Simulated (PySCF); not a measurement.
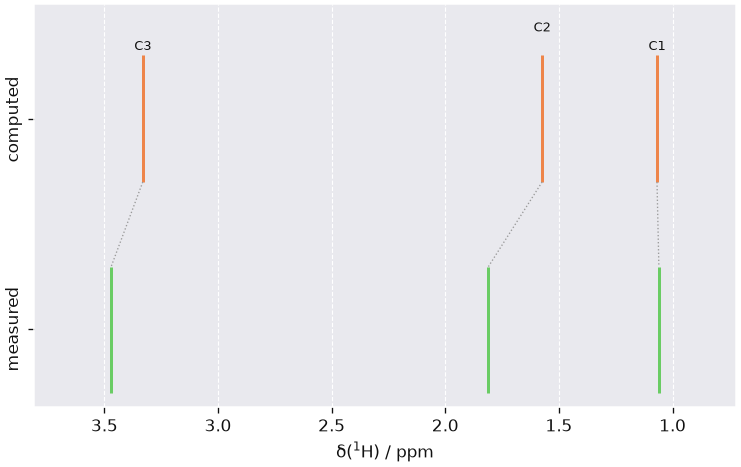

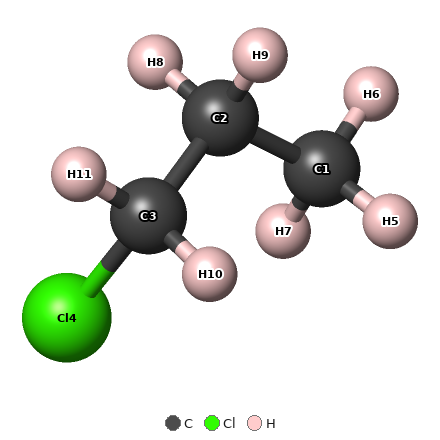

¹H shifts of C₃H₇Cl, SMILES CCCCl against TMS: GIAO LC-wPBE/pcSseg-2 (PySCF) for one gas-phase conformer (PBE0-D3(BJ)/def2-SVP, like atoms averaged; labels name one atom bearing the H of each set) above, published measurements (solution) below; dotted lines join the same nuclei. Only nuclei with a measured value are shown, one named for each set of like atoms.

### Is the order of the signals reproduced?

Yes, no dotted lines cross.

### How well does the calculation match?

Mean error −0.12 ppm, mean absolute error 0.13 ppm; the largest is −0.24 ppm, for H on C2.
